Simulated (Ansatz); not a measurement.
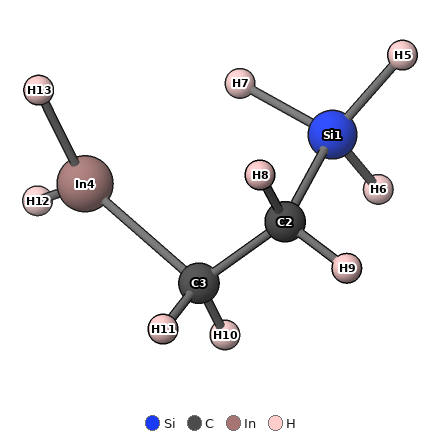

The system is C2H9InSi, SMILES [SiH3]C[CH2][InH2]; the picture shows the reference structure. Coordinates scanned: (1) umbrella angle at In4 (between each of its bonds and their common axis; 90 is planar); (2) change of the bonds In4–C3, In4–H12, In4–H13, all alike. Nothing is relaxed (all other coordinates rigid). The grid has 11 × 11 points. Points are written as (first, second). Energies: eV, counted from the lowest grid point. Theory: Ansatz, RKS PBE-D4/def2-SVP.

Its coordinates:

```csv
atom,x (Å),y (Å),z (Å)
Si,-1.2044,0.6863,0.9185
C,-0.6850,-0.9966,0.2294
C,0.8339,-0.9932,-0.0191
In,1.3954,0.7450,-1.2801
H,-2.6862,0.9472,0.9536
H,-0.6164,0.9487,2.2784
H,-0.5740,1.7166,-0.0213
H,-1.2450,-1.1467,-0.7204
H,-1.0126,-1.8136,0.9128
H,1.4001,-0.9352,0.9335
H,1.1659,-1.9194,-0.5355
H,2.6868,1.8426,-0.8464
H,0.5416,0.9184,-2.8034
```

Range: umbrella angle at In4 (between each of its bonds and their common axis; 90 is planar) from 66.0 to 114.0°; change of the bonds In4–C3, In4–H12, In4–H13, all alike from −0.210 to 0.324 Å.

What will the energy surface look like?

The lowest grid point is at (90.0°, 0.004 Å). It is the only kind of minimum in the scanned range. The highest grid point, (66.0°, −0.210 Å), lies 2.33 eV above the lowest. Round the minimum the two coordinates are nearly uncoupled.

```csv
"second ↓, first →",66.0,70.8,75.6,80.4,85.2,90.0,94.8,99.6,104.4,109.2,114.0
0.324,1.81,1.54,1.33,1.18,1.08,1.05,1.07,1.15,1.29,1.49,1.76
0.271,1.60,1.32,1.09,0.93,0.82,0.78,0.81,0.89,1.04,1.25,1.53
0.218,1.42,1.12,0.88,0.70,0.59,0.55,0.57,0.66,0.81,1.03,1.33
0.164,1.27,0.94,0.69,0.50,0.38,0.34,0.36,0.45,0.61,0.84,1.15
0.111,1.15,0.81,0.54,0.34,0.22,0.17,0.19,0.28,0.45,0.70,1.02
0.057,1.09,0.73,0.44,0.23,0.10,0.05,0.07,0.17,0.35,0.60,0.94
0.004,1.11,0.72,0.42,0.20,0.06,0.00,0.02,0.13,0.31,0.58,0.93
−0.050,1.22,0.81,0.49,0.25,0.11,0.04,0.07,0.17,0.37,0.65,1.01
−0.103,1.43,1.01,0.67,0.42,0.26,0.19,0.22,0.33,0.53,0.83,1.21
−0.156,1.79,1.34,0.98,0.72,0.55,0.48,0.51,0.63,0.84,1.14,1.54
−0.210,2.33,1.85,1.47,1.20,1.02,0.95,0.97,1.10,1.32,1.64,2.06
```

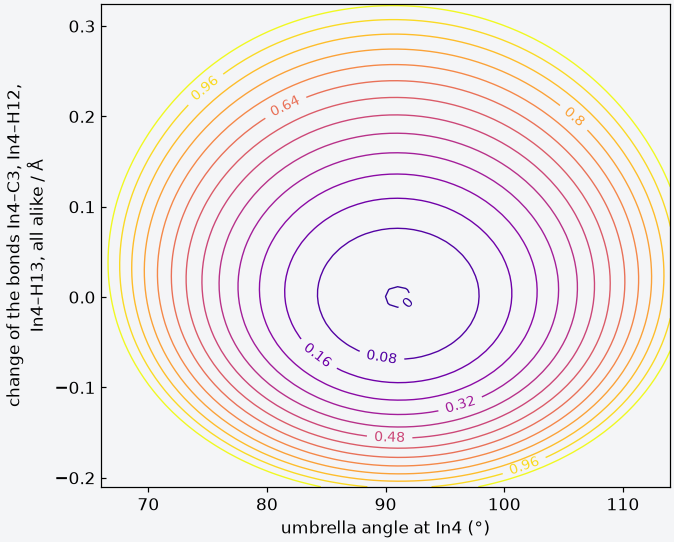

Drawn: contour lines labelled in eV (none above 1.04). Between grid points the surface is interpolated.

Each point was launched as `ansatz run input.yaml --threads 1 --pin off --max-ram 2560MiB --backend cpu --events-out ev --progress --plain --runs-dir out`. The whole map (121 points run) took 12 min on 1 thread of Intel(R) Xeon(R) Platinum 8488C (Sapphire Rapids) (shared host).
